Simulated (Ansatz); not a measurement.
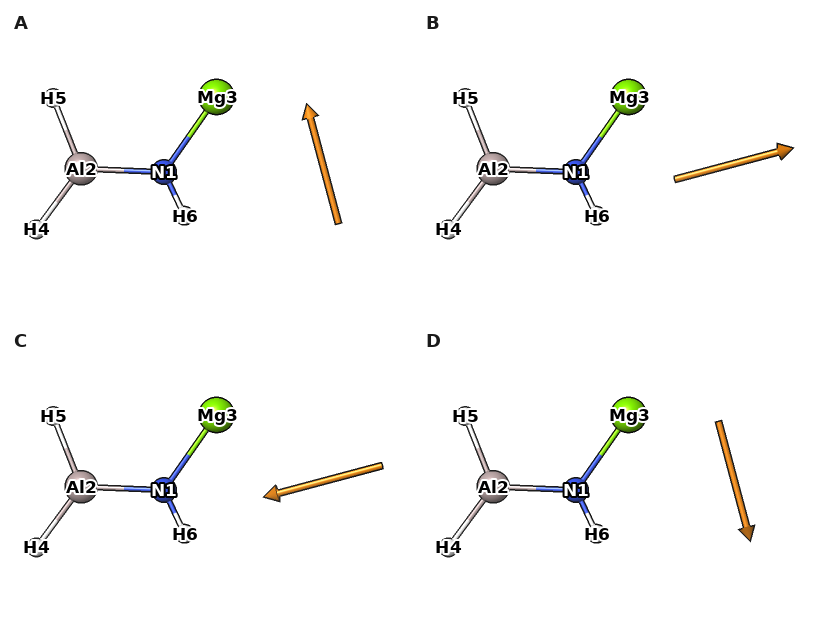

The same molecule four times, each with an arrow. Charge 0, doublet. The geometry was computed by an optimisation with PBE0-D4/def2-TZVP. No frequency run is at hand to confirm it as a minimum. Method: UKS PBE0-D4/def2-TZVP (Ansatz 0.2.0).

Which arrow points along the dipole moment, from the negative to the positive end?

Answer. B. The dipole moment is 2.29 D; it points from the side of H4 to the side of Mg3 (the outermost atoms at the two ends).
